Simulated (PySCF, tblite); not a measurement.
# C₆H₃ClFO radical: geometry, infrared bands and EPR parameters

Wanted: the infrared bands and EPR parameters of C₆H₃ClFO radical (`[O]c1c(F)cccc1Cl`), by calculation.

The runs use tblite 0.8.0 and PySCF 2.14.0, with density-fitted response routines of our own; the level of theory stands in each step. All values are computed, except where a source is named. Atoms count from 0, in the outputs and in this text.

### Step 1. Starting geometry

12 atoms, charge 0, multiplicity 2; geometry from: force field or distance geometry start.

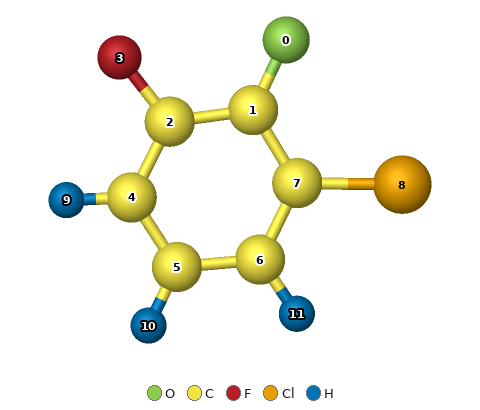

The starting geometry (oxygen green, carbon yellow, fluorine red, chlorine amber, hydrogen blue), atoms numbered.

### Step 2. Relaxing the molecule with GFN2-xTB

What the job is given:

```
{"job": {"kind": "relax", "xc": "GFN2-xTB", "basis": "xTB"}, "charge": 0, "multiplicity": 2}
O      2.402100     1.280100     0.001000
C      1.258700     0.680300    -0.009600
C      0.036100     1.366000     0.022900
F      0.011700     2.724900     0.032200
C     -1.229700     0.742600     0.025800
C     -1.325500    -0.638100    -0.005300
C     -0.147400    -1.376400    -0.026100
C      1.113900    -0.733500    -0.016600
Cl     2.493900    -1.812900    -0.046000
H     -2.121400     1.363500     0.038500
H     -2.289600    -1.130100    -0.005400
H     -0.201700    -2.466900    -0.037300
```

Launch:

```console
> OMP_NUM_THREADS=1 python probes_run.py task.json out
```

The driver reads the jobs from task.json and runs them one after another.

The program printed:

```text
step      E/eV     max force
  0    -752.28487    3.976
  1    -752.52678    2.549
  2    -752.57306    0.819
  3    -752.58314    0.415
  4    -752.59699    0.370
  5    -752.60334    0.266
  6    -752.60756    0.204
  7    -752.61032    0.146
  8    -752.61279    0.158
  9    -752.61408    0.103
 10    -752.61471    0.067
 11    -752.61509    0.058
 12    -752.61544    0.058
 13    -752.61564    0.031
 14    -752.61571    0.014
 15    -752.61572    0.010
 16    -752.61573    0.012
 17    -752.61574    0.009
```

Run time: 0.12 s. Hardware: 1 thread of Arm Neoverse V1, shared host.

Relaxation path:

```tsv
step	energy from step 0 (eV)	largest force (eV/Å)
0	0.0000	3.9758
1	-0.2419	2.5491
2	-0.2882	0.8188
3	-0.2983	0.4145
4	-0.3121	0.3697
5	-0.3185	0.2662
6	-0.3227	0.2044
7	-0.3255	0.1458
8	-0.3279	0.1575
9	-0.3292	0.1026
10	-0.3298	0.0673
11	-0.3302	0.0576
12	-0.3306	0.0579
13	-0.3308	0.0312
14	-0.3308	0.0140
15	-0.3309	0.0105
16	-0.3309	0.0116
17	-0.3309	0.0094
```

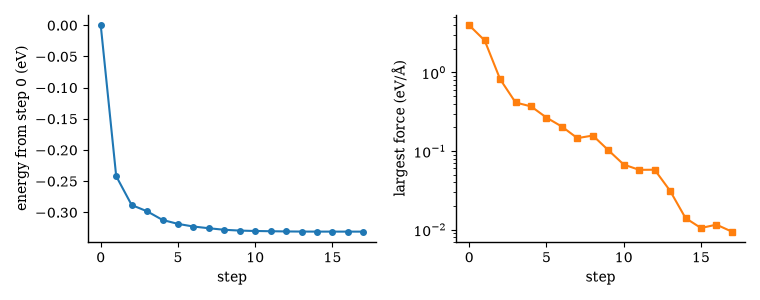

Energy and largest force along the relaxation.

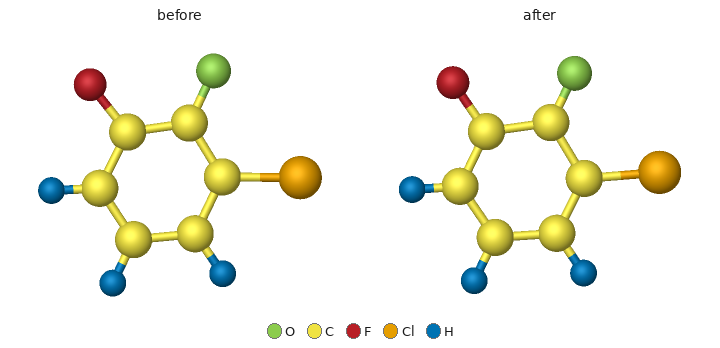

Before and after, at one scale.

Distances of close pairs at the start and the end, largest changes first:

```tsv
bond	before (Å)	after (Å)	change (Å)
O0–C1	1.291	1.226	-0.065
C1–C2	1.402	1.461	+0.059
C7–Cl8	1.752	1.700	-0.052
C2–C4	1.411	1.366	-0.045
C1–C7	1.421	1.466	+0.045
C6–C7	1.416	1.377	-0.039
C2–F3	1.359	1.336	-0.023
C4–C5	1.384	1.397	+0.013
```

The end geometry stands in the next job.

### Step 3. Infrared spectrum with GFN2-xTB

What the job is given:

```
{"job": {"kind": "ir", "xc": "GFN2-xTB", "basis": "xTB"}, "charge": 0, "multiplicity": 2}
O      2.353494     1.217195    -0.002440
C      1.259391     0.663449    -0.002200
C     -0.011460     1.383637     0.018584
F      0.057361     2.717439     0.036860
C     -1.230419     0.768106     0.019577
C     -1.299807    -0.627454    -0.001923
C     -0.143348    -1.396189    -0.022755
C      1.094064    -0.792881    -0.021883
Cl     2.522012    -1.715199    -0.044848
H     -2.128713     1.365896     0.037111
H     -2.263266    -1.111483    -0.002860
H     -0.208111    -2.473201    -0.039251
```

The program printed:

```text
mode    cm-1     km/mol
  1      86.7      0.71
  2     191.0      0.16
  3     205.8      2.01
  4     268.5      2.64
  5     280.2      1.19
  6     370.3      1.11
  7     438.5      4.33
  8     446.6      2.13
  9     468.6      0.16
 10     560.8     15.52
 11     635.7      3.84
 12     700.6      3.74
 13     791.0     42.29
 14     819.5      0.94
 15     878.2     73.95
 16     886.0      1.41
 17     900.9      6.64
 18    1075.7      3.43
 19    1101.2     10.07
 20    1158.4     17.96
 21    1226.0     93.14
 22    1272.1      3.99
 23    1324.2     16.79
 24    1392.1    313.42
 25    1481.2      1.59
 26    1551.2      5.65
 27    1597.8    245.30
 28    3097.2      3.27
 29    3101.2      4.86
 30    3113.5      2.51
```

Wall time 0.4 s (1 thread of Arm Neoverse V1, shared host).

The strongest bands and the atoms that carry them (share of the mass-weighted mode):

```tsv
cm⁻¹	km/mol	atoms
561	15.5	O0 21 %, C6 20 %, C4 19 %, C7 13 %
791	42.3	H10 44 %, H11 19 %, H9 16 %, C5 13 %
878	74.0	C7 29 %, C1 25 %, F3 18 %
1158	18.0	H10 53 %, H11 17 %
1226	93.1	C2 38 %, H10 24 %, F3 13 %
1324	16.8	H9 22 %, C2 19 %, C7 16 %, H11 13 %
1392	313.4	C6 39 %, C4 14 %, C2 14 %, C5 13 %
1598	245.3	C1 42 %, O0 30 %, C4 10 %
```

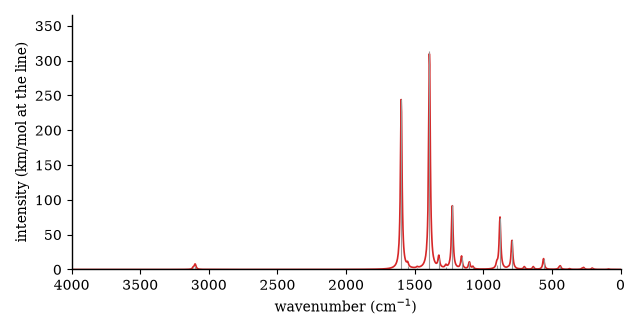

The infrared spectrum from these modes, unscaled. Lines are broadened to a width of 14 cm⁻¹ (Lorentzian).

### Step 4. EPR parameters: B3LYP/pcH-1

The job, as its differences from that of step 3:

```diff
@@ -1,2 +1,2 @@
-{"job": {"kind": "ir", "xc": "GFN2-xTB", "basis": "xTB"}, "charge": 0, "multiplicity": 2}
+{"job": {"kind": "epr", "basis": "pcH-1"}, "charge": 0, "multiplicity": 2}
 O      2.353494     1.217195    -0.002440
```

Method: UKS B3LYP, pcH-1 on C Cl F H O, non-relativistic, mean-field spin-orbit, GIAO.

The program printed:

```text
UKS, coarse grid
  cycle   1  E = -865.48497728  |g| = 7.11e-01
  cycle   2  E = -864.04875890  |g| = 1.86e+00
  cycle   3  E = -865.62043838  |g| = 3.31e-01
  cycle   4  E = -865.66593878  |g| = 1.65e-01
  cycle   5  E = -865.67858809  |g| = 5.92e-02
  cycle   6  E = -865.68033047  |g| = 2.27e-02
  cycle   7  E = -865.68067736  |g| = 1.21e-02
  cycle   8  E = -865.68081664  |g| = 5.52e-03
  cycle   9  E = -865.68085243  |g| = 2.87e-03
  cycle  10  E = -865.68085997  |g| = 9.45e-04
UKS, final grid
  cycle   1  E = -865.68086605  |g| = 1.51e-03
  cycle   2  E = -865.68086337  |g| = 2.78e-03
  cycle   3  E = -865.68086733  |g| = 1.58e-04
  cycle   4  E = -865.68086735  |g| = 1.26e-04
  cycle   5  E = -865.68086737  |g| = 8.40e-05
  cycle   6  E = -865.68086738  |g| = 2.49e-05
E = -865.68086738 Eh   <S^2> = 0.7816 (exact 0.7500)
g shifts (ppm)      1          2          3
  rmc          -236       -236       -236
  gc             -6         47         49
  oz_so        -210       5096       8865
  total        -451       4907       8678
hyperfine (MHz)  atom isotope    a_iso     a_fc   dipolar eigenvalues
    0   17O     -25.17     -24.51   -118.07     58.87     59.19
    1   13C     -33.45     -33.47     -8.01      0.58      7.43
    2   13C      25.05      25.08    -24.14    -23.29     47.42
    3   19F      46.76      46.33    -94.94    -81.05    175.99
    4   13C     -25.50     -25.52    -19.00      8.72     10.29
    5   13C      31.98      32.06    -29.33    -27.16     56.49
    6   13C     -25.40     -25.43    -18.42      8.31     10.11
    7   13C      26.48      26.35    -24.95    -23.75     48.70
    8  35Cl       2.32       2.23    -13.23     -9.55     22.79
    9    1H       7.55       7.55     -2.92     -0.95      3.87
   10    1H     -24.18     -24.18    -14.15     -0.73     14.88
   11    1H       7.48       7.47     -2.95     -0.88      3.82
```

Wall time 100 s (1 thread of Arm Neoverse V1, shared host); peak memory 0.97 GiB.

Principal g values 2.00187, 2.00723, 2.01100; g(iso) = 2.00670, against 2.00232 for a free electron.

Hyperfine couplings, nucleus by nucleus at this fixed geometry (no averaging over rotations):

```tsv
nuclei	isotope	a(iso) (MHz)	a(iso) (G, at g = 2.0023)	largest dipolar term (MHz)
F3	19F	46.8	16.7	176.0
C1	13C	-33.4	-11.9	-8.0
C5	13C	32.0	11.4	56.5
C7	13C	26.5	9.4	48.7
C4	13C	-25.5	-9.1	-19.0
C6	13C	-25.4	-9.1	-18.4
O0	17O	-25.2	-9.0	-118.1
C2	13C	25.1	8.9	47.4
H10	1H	-24.2	-8.6	14.9
H9	1H	7.5	2.7	3.9
H11	1H	7.5	2.7	3.8
Cl8	35Cl	2.3	0.8	22.8
```

Mulliken spin populations:

```tsv
atom	value (e)
O0	0.38
C1	-0.07
C2	0.27
F3	0.03
C4	-0.15
C5	0.37
C6	-0.15
C7	0.29
Cl8	0.05
H9	0.00
H10	-0.02
H11	0.01
```

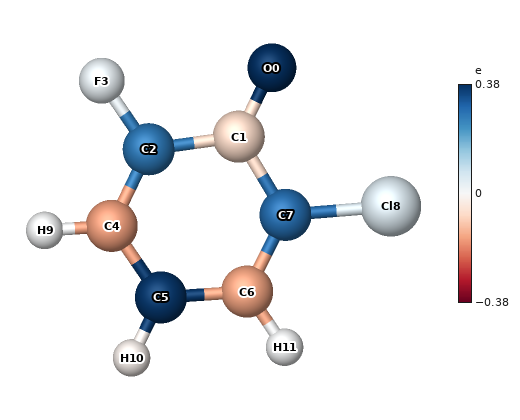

Mulliken spin populations, as colours on the atoms.

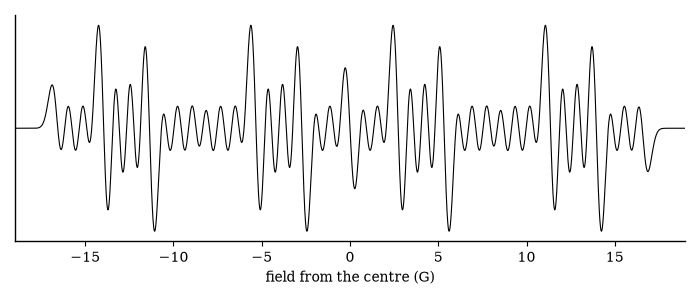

First-order isotropic spectrum (first derivative, main isotopes with spin only, couplings over 0.8 MHz, Gaussian width 0.3 G; couplings of the frozen geometry, rotation of groups not averaged beyond the rows shown).

The fields below are evaluated on a grid from the run's orbitals.

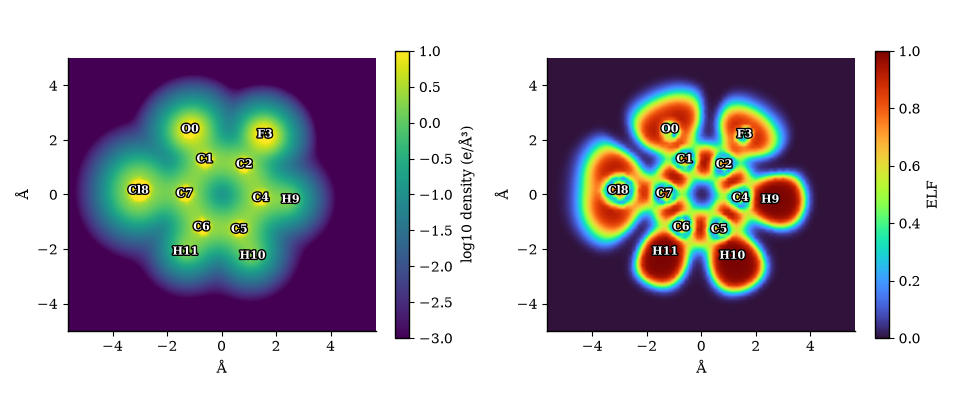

Density (left) and ELF (right) in a plane through or near 12 of the atoms.

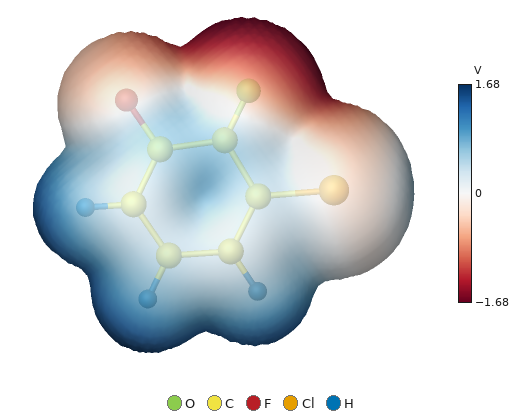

Electrostatic potential on the surface of density 0.002 e/bohr³; red is low, blue high. It runs from -1.68 V near O0 to 1.55 V near H10.

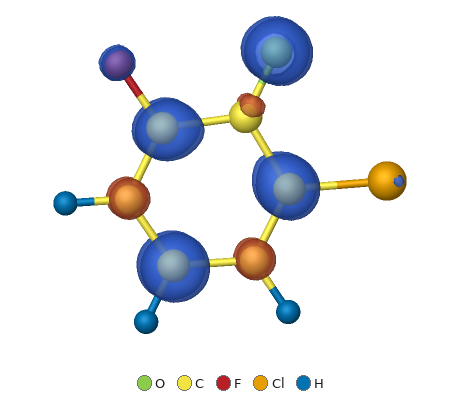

Spin density at ±0.05 e/Å³ (alpha excess blue, beta excess red).

### Step 5. Results

| quantity | value |
| --- | --- |
| strongest single infrared mode (GFN2-xTB) | 1392 cm⁻¹, 313 km/mol |
| zero-point energy (GFN2-xTB) | 44.9 kcal/mol |
| g(iso) (B3LYP) | 2.00670 |
| ⟨S²⟩ | 0.782 (exact 0.75) |
| largest a(iso) | 19F on F3, 46.8 MHz |
| potential on the surface of density 0.002 e/bohr³, 1st and 99th percentile | -1.68 V and 1.55 V |

What this shows: Relaxing lowered the energy by 0.331 eV in 17 steps; the close pair that moved most is O0–C1, from 1.291 to 1.226 Å. No mode is imaginary among the 30: a minimum at this level. The strongest single mode, at 1392 cm⁻¹, has its largest shares on C6, C4, C2 and C5 (the list is cut at 4 atoms). Unscaled tight-binding wavenumbers are off by several per cent, some by more. Its intensities can rank the bands wrongly. The largest spin populations lie on O0 (0.38 e), C5 (0.37 e), C7 (0.29 e), C2 (0.27 e). The isotropic g lies 4.4 ppt above the free-electron value. The conformer search found further structures of the same energy, which may be mirror or relabelled copies of this one.
